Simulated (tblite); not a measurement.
# C6H13BO2Si: the cost of one run

Computed with tblite 0.8.0 and PySCF 2.14.0, with density-fitted response routines of our own, on a single molecule in the gas phase. Atoms count from 0, in the outputs and in this text.

## (1) The starting structure

23 atoms, charge 0, multiplicity 1; geometry from: force field or distance geometry start.

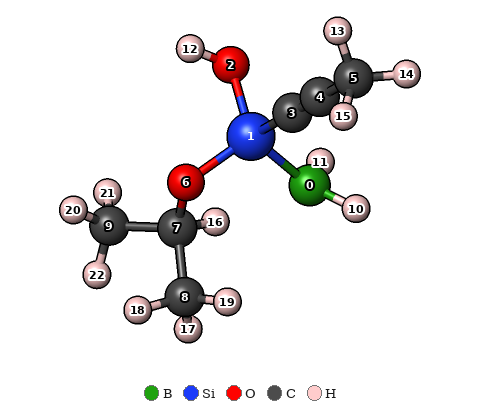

As it starts; boron green, silicon blue, oxygen red, carbon dark grey, hydrogen pink, atoms numbered.

## (2) Geometry optimisation with GFN2-xTB

What the job is given:

```
{"job": {"kind": "relax", "xc": "GFN2-xTB", "basis": "xTB"}, "charge": 0, "multiplicity": 1}
B      0.268500     1.931700    -0.802000
Si     0.572700     0.618300     0.577100
O      0.853000     1.419100     2.085000
C      2.115200    -0.310600     0.204900
C      3.131500    -0.915500    -0.035900
C      4.365800    -1.646600    -0.348200
O     -0.722200    -0.470200     0.626000
C     -1.847000     0.157200     0.148300
C     -2.382600    -0.515900    -1.116100
C     -3.008000     0.116600     1.147900
H      0.836300     1.779500    -1.841900
H      0.232400     3.070100    -0.423100
H      0.703100     0.727500     2.801400
H      4.925000    -1.961400     0.554900
H      5.068200    -1.019200    -0.936900
H      4.075200    -2.541600    -0.924600
H     -1.587300     1.194200    -0.133800
H     -3.133300     0.197000    -1.546500
H     -2.971300    -1.405500    -0.790200
H     -1.580600    -0.730000    -1.832300
H     -2.966200    -0.810100     1.752200
H     -2.993200     0.988000     1.811900
H     -3.959900     0.154400     0.577600
```

Command:

```console
OMP_NUM_THREADS=1 python probes_run.py task.json out
```

The driver reads the jobs from task.json and runs them one after another.

Q: Estimate the wall time and peak memory of this first job on 1 thread of Arm Neoverse V2, shared host.

About 2.1 s, with a peak of 0.18 GiB.
